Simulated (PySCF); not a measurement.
Bond stretch in Mg2, singlet.

UMP2 = MP2 on UHF/cc-pVDZ, 2 core orbitals frozen (PySCF); UKS-M06-2X = unrestricted M06-2X/cc-pVDZ (PySCF); RMP2 = MP2 on RHF/cc-pVDZ, 2 core orbitals frozen (PySCF); UKS-BHandHLYP = PySCF 2.14.0 with unrestricted BHandHLYP/cc-pVDZ.

Energies are in kJ/mol, each relative to the lowest point of its own curve near equilibrium.

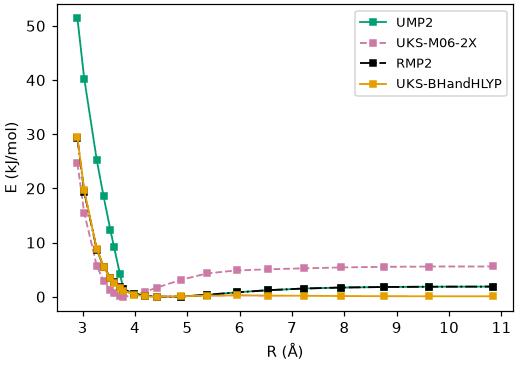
*Energy against bond length for each method.*

```tsv
R / Å	UMP2	UKS-M06-2X	RMP2	UKS-BHandHLYP
2.90	51.4	24.7	29.3	29.4
3.03	40.3	15.5	19.3	19.6
3.27	25.2	5.7	8.7	8.8
3.40	18.5	2.9	5.6	5.5
3.53	12.3	1.2	3.5	3.4
3.60	9.1	0.6	2.7	2.5
3.71	4.3	0.1	1.8	1.6
3.78	1.4	0.0	1.4	1.1
3.99	0.6	0.2	0.6	0.4
4.20	0.2	0.9	0.2	0.1
4.42	0.0	1.7	0.0	0.0
4.88	0.0	3.1	0.0	0.1
5.38	0.4	4.3	0.4	0.2
5.94	0.8	4.9	0.8	0.2
6.54	1.2	5.1	1.2	0.2
7.22	1.5	5.2	1.5	0.2
7.93	1.7	5.4	1.7	0.1
8.75	1.8	5.5	1.8	0.1
9.62	1.8	5.6	1.8	0.1
10.83	1.9	5.6	1.9	0.1
```

The unrestricted determinant behind UMP2 is spin-contaminated at 2.90 to 3.71 Å (<S²> up to 0.5, against 0.00 for a pure singlet).
